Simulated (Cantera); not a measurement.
Charge: 1 mol Si, 7.9 mol H₂, held at 75.0 Torr.

Method: chemical equilibrium by Gibbs-energy minimisation in Cantera with the NASA 1993 tables (ideal gas, pure condensed phases). Candidate condensed phases: Si; 9 gas species. Gases not in the tables: Si₂H₆ and higher silanes. Kinetics and transport are ignored.

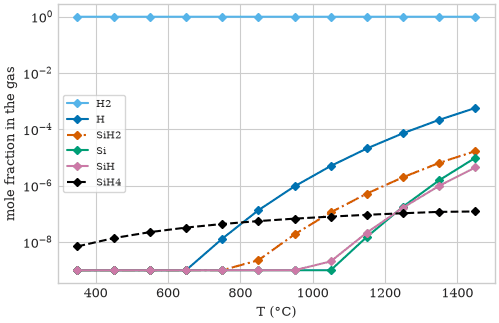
Figure: Equilibrium gas composition (values under 1e-9 drawn at 1e-9)

From 350 °C to 1350 °C the condensed part is Si(s). At 1450 °C the condensed part is Si(l).
